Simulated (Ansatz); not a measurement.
# C2H6OZn (SMILES CC[O][ZnH]): what the fields show

```yaml
atoms:
  - { symbol: C, position_ang: [-0.0149, 0.8974, -0.3972] }
  - { symbol: C, position_ang: [1.2470, 0.5358, -1.1956] }
  - { symbol: O, position_ang: [2.0865, 1.6414, -1.4531] }
  - { symbol: Zn, position_ang: [1.5469, 3.3079, -1.8488] }
  - { symbol: H, position_ang: [-0.6295, 0.0039, -0.1585] }
  - { symbol: H, position_ang: [-0.6561, 1.5984, -0.9780] }
  - { symbol: H, position_ang: [0.2621, 1.3952, 0.5552] }
  - { symbol: H, position_ang: [1.8339, -0.2188, -0.6186] }
  - { symbol: H, position_ang: [0.9428, 0.0257, -2.1451] }
  - { symbol: H, position_ang: [1.2772, 4.7657, -2.1871] }
```

Geometry: BLYP-D3(BJ)/def2-SVP.

Theory: Ansatz, isolated molecule in a Gaussian basis; Kohn-Sham density functional theory, functional PBE0.

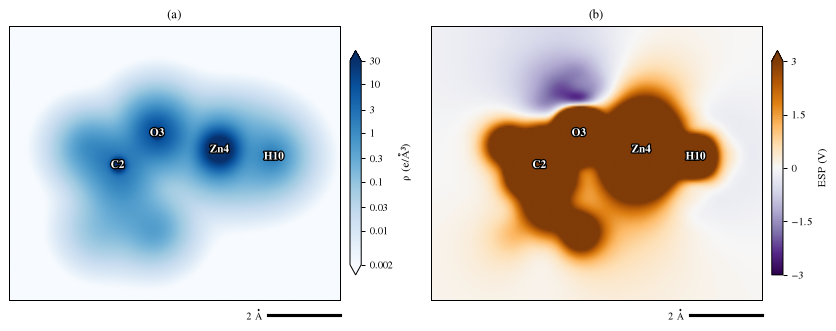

Figure 1. (a) total electron density; (b) electrostatic potential on the plane of atoms C2, O3 and Zn4.

> Interpret the plot.

The plane passes through C, O, Zn and H nuclei. C–O (1.41 Å): ρ is about 2 e/Å³ halfway, with its minimum of 1.8 e/Å³ about 0.5 Å from C. Zn–O (1.80 Å): the density is about 0.87 e/Å³ at the midpoint. Zn–H (1.52 Å): the density is about 1.2 e/Å³ at the midpoint. Outside the dense part of the molecule the potential is most negative (−2.3 V) near O3.

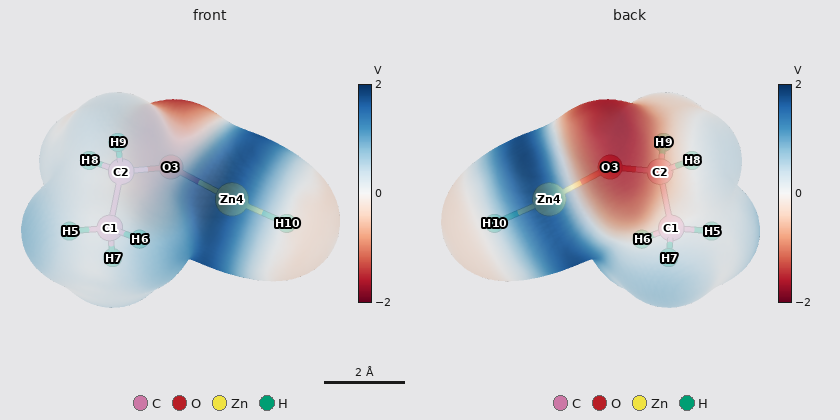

Figure 2. The electrostatic potential painted on the density surface at 0.002 e/bohr³, seen from the front and from behind; the colour scale runs from red (negative) to blue (positive).

> Which sites attract a positive test charge, and which a negative one?

A positive charge is drawn to the negative regions and a negative charge to the positive ones. The most negative region (about −1.7 V) lies over O3, the most positive (about +1.9 V) over Zn4. O3 is the likeliest acceptor of a hydrogen bond.

> What dipole moment does the calculation give?

Its dipole moment is 1.23 D.

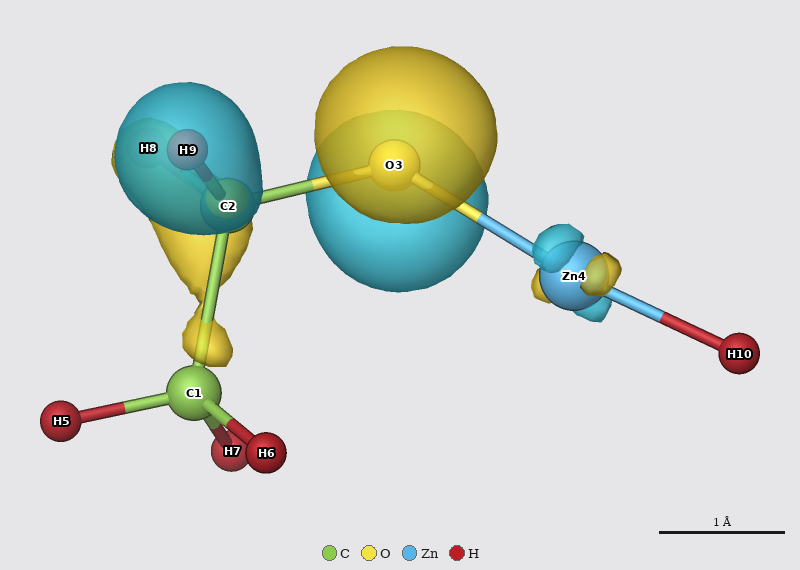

Figure 3. One frontier orbital at ±0.2 Å⁻³ᐟ² (yellow and cyan are the two phases), seen across its widest extent.

> Which orbital is it: HOMO or LUMO?

The HOMO, at −7.27 eV. Its weight (Hirshfeld) is mainly on O3 (about 60 %), C2 (about 15 %), H9 (about 10 %) and Zn4 (about 10 %).
